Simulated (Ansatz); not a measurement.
# C₅H₅F₃: small, medium and large basis sets

How large a basis does C₅H₅F₃ need? Two functionals are run in growing sets.

Program: Ansatz 0.2.0, Gaussian basis. Level of theory: one geometry, several basis sets. These are calculated values, not measurements.

Plan: PBE0-D4/def2-SVP; ωB97M-V/def2-SVP; PBE0-D4/def2-QZVPP; ωB97M-V/def2-QZVPP; the functionals' def2-TZVPP values are taken from earlier runs.

**1. The geometry**

The geometry comes from an earlier relaxation with PBE0-D4 in a triple-zeta def2 set; it is a stationary point, not always the lowest conformer.

SMILES `F[C@H]1[C@H](F)C=C[C@@H]1F`, 13 atoms, charge 0, spin multiplicity 1.

Atoms are counted from 1 here; the program's logs count them from 0.

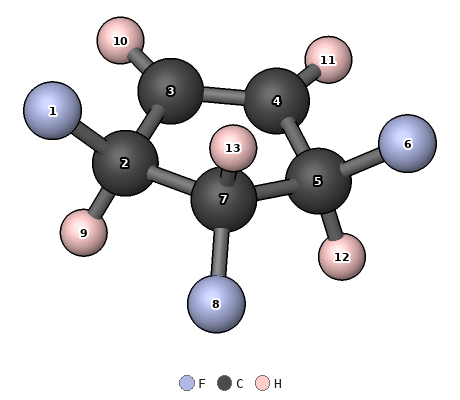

The structure; fluorine light blue, carbon dark grey, hydrogen pink; atoms are numbered from 1 in the order of the file.

**2. PBE0-D4 in def2-SVP**

in.yaml

```yaml
crystal:
  periodic: [false, false, false]
  atoms:
    - {symbol: F, position_ang: [-1.214627, -1.998938, -0.553556]}
    - {symbol: C, position_ang: [-0.870489, -0.858599, 0.149151]}
    - {symbol: C, position_ang: [0.445407, -1.001834, 0.837746]}
    - {symbol: C, position_ang: [1.212937, 0.065855, 0.651628]}
    - {symbol: C, position_ang: [0.531388, 1.091660, -0.190695]}
    - {symbol: F, position_ang: [1.363006, 1.587061, -1.178399]}
    - {symbol: C, position_ang: [-0.656429, 0.334865, -0.776212]}
    - {symbol: F, position_ang: [-1.777607, 1.121251, -0.888272]}
    - {symbol: H, position_ang: [-1.693677, -0.655025, 0.843589]}
    - {symbol: H, position_ang: [0.689177, -1.871883, 1.434422]}
    - {symbol: H, position_ang: [2.199093, 0.228371, 1.068193]}
    - {symbol: H, position_ang: [0.181309, 1.953432, 0.389072]}
    - {symbol: H, position_ang: [-0.388987, -0.030915, -1.771968]}
basis:
  gaussian: {orbitals: def2-SVP}
hamiltonian: {xc: pbe0, dispersion: d4}
output: {orbitals: {seedname: orbitals}}
```

Started as:

```console
$ ansatz run in.yaml --threads 4 --pin off --events-out ev --progress --plain --max-ram 11315MiB
```

After this run come: ωB97M-V in def2-SVP; PBE0-D4 in def2-QZVPP; ωB97M-V in def2-QZVPP.

**Question.** What will the summary of the whole plan be? Wanted: PBE0-D4: double and triple zeta above quadruple; ωB97M-V: double and triple zeta above quadruple.

The runs gave:

```
                                       quantity           value
PBE0-D4: double and triple zeta above quadruple  16.44, 0.69 eV
ωB97M-V: double and triple zeta above quadruple  16.86, 0.65 eV
```

In words: For PBE0-D4 the step from double to triple zeta gains 15.75 eV and the next only 0.69 eV. These are total energies; as a rule much of such shifts cancels in differences, which this series doesn't test.
